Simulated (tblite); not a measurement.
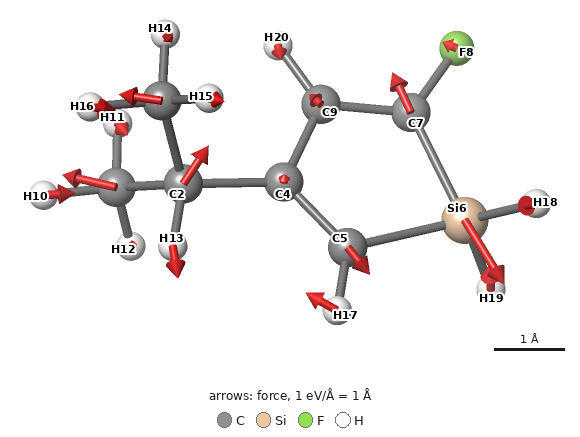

Starting geometry of C₇H₁₁FSi with the computed forces as red arrows. Style: ball-and-stick. Shown at a tilt.

Method: GFN2-xTB geometry optimisation, gas phase in tblite 0.8.0. 

### What follows when this structure is relaxed?

It isn't relaxed: the largest force vector, on the Si atom, is 1.16 eV/Å. The final displacements follow the starting forces only in part (cosine between the two patterns 0.38). The atom that moves furthest after the best rigid fit is an H atom (0.14 Å). By element the largest moves are H 0.14 Å, F 0.10 Å, C 0.05 Å, Si 0.04 Å. Near-neighbour distances that change, for instance: C–Si 1.857 → 1.900 Å, H–Si 1.492 → 1.461 Å, C–H 1.105 → 1.088 Å, C–H 1.080 → 1.096 Å. Bond angles that change, for instance: Si–C–H 120.5° → 127.5°, C–C–H 127.1° → 121.2°, C–Si–H 111.3° → 115.0°. Over 30 geometry steps the energy falls by 11.9 kJ/mol. Cost: 0.41 s on 1 thread of Arm Neoverse N1 (shared host).
